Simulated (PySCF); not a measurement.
SMILES COC=O at its PBE0/def2-SVP optimised geometry (Å):

```
8

C     -1.2547    -0.6590     0.0062
O      0.1552    -0.4937     0.0031
C      0.5930     0.7621     0.0000
O     -0.0984     1.7393     0.0000
H     -1.7033    -0.2107    -0.8929
H     -1.4390    -1.7393     0.0225
H     -1.7030    -0.1830     0.8909
H      1.7033     0.7621     0.0000
```

Method: PySCF 2.14.0 with PBE0/def2-TZVP.

Map of the HOMO−1 amplitude (bohr^(-3/2)) on the plane z = 0.6 Å; orbital energy -9.03 eV, overall sign arbitrary:

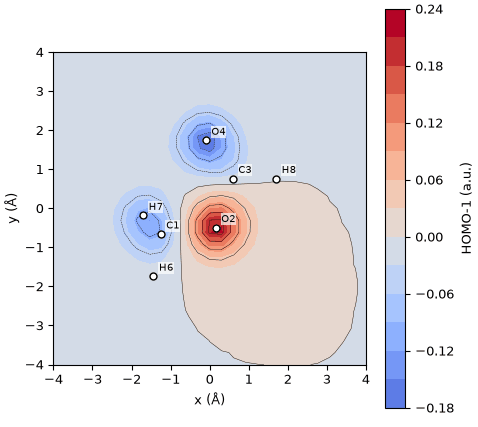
*HOMO−1 amplitude (bohr^(-3/2)) on the plane z = 0.6 Å.*
